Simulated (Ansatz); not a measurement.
Pulling on the Ge1–H3 bond in GeH5N (SMILES [NH2][GeH3]) (multiplicity 1 held, fragments rigid). Energies count from the point at 1.537 Å.
Geometry at that point (charge 0, multiplicity 1):
```xyz
7

Ge    -0.3602     0.0405     0.0299
N      1.4703    -0.1400    -0.2088
H     -1.0324    -0.9064    -0.9769
H     -0.7026     1.5079    -0.2731
H     -0.8590    -0.3067     1.4546
H      1.8070    -1.0853    -0.0769
H      2.0201     0.4746     0.3779
```

Unrestricted levels (U-) break spin symmetry where that is lower. Active spaces are followed from a long bond inwards. Levels need not reach the same state.

Correlated levels freeze the cores. Filled d and f shells under p-block atoms count as core.

The values were computed with Ansatz (Gaussian basis) for Hartree–Fock, density functionals and correlated methods. 

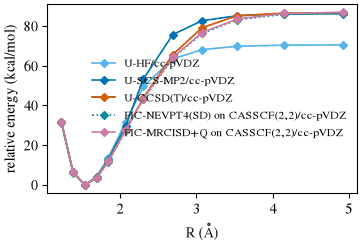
Figure: Relative energy along the coordinate

Doubts at one or more of the structures used: a spin-contaminated determinant (U-HF/cc-pVDZ, U-SCS-MP2/cc-pVDZ, U-CCSD(T)/cc-pVDZ); T1 above 0.05 (U-CCSD(T)/cc-pVDZ).

Ansatz is a program for electronic structure.
